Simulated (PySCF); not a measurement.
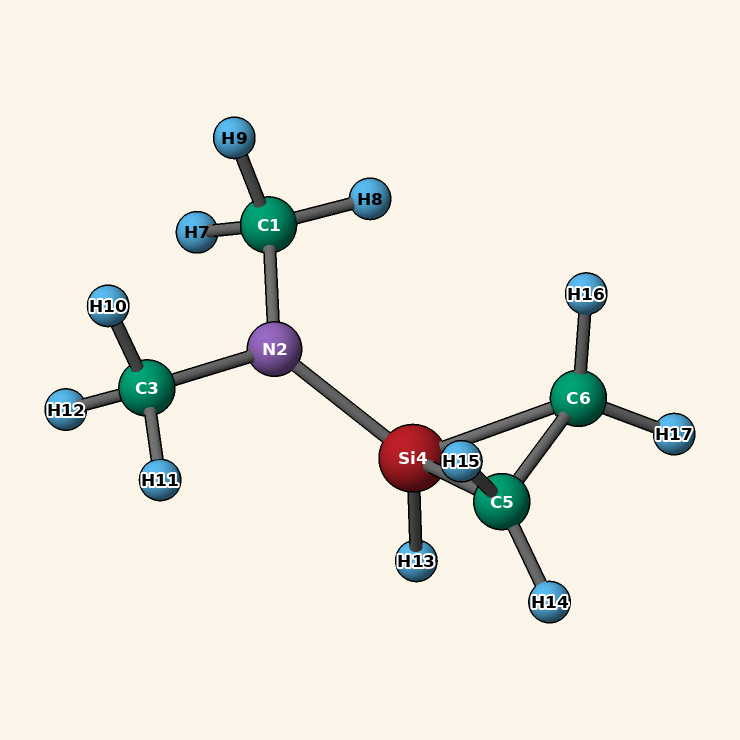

The questions are on isotropic NMR shieldings of the H atoms. The geometry was computed by an optimisation with PBE0-D3(BJ)/def2-SVP. No frequency run is at hand to confirm it as a minimum. Method: GIAO PBE0/pcSseg-1 NMR shielding, non-relativistic, IEF-PCM methanol (PySCF 2.14.0).

Question: Which H atom is the most shielded (lowest chemical shift)?

Answer: H14, H17 (30.94 ppm).

Question: Which H atom is the least shielded (highest chemical shift)?

Answer: H13 (27.14 ppm).

Question: How wide is the range of H shifts?

Answer: 3.80 ppm.

Give the isotropic NMR shieldings of the H atoms atom by atom.

| atom | σ (ppm) |
| --- | --- |
| H7 | 28.68 |
| H8 | 28.39 |
| H9 | 28.81 |
| H10 | 28.81 |
| H11 | 28.40 |
| H12 | 28.68 |
| H13 | 27.14 |
| H14 | 30.94 |
| H15 | 30.55 |
| H16 | 30.54 |
| H17 | 30.94 |
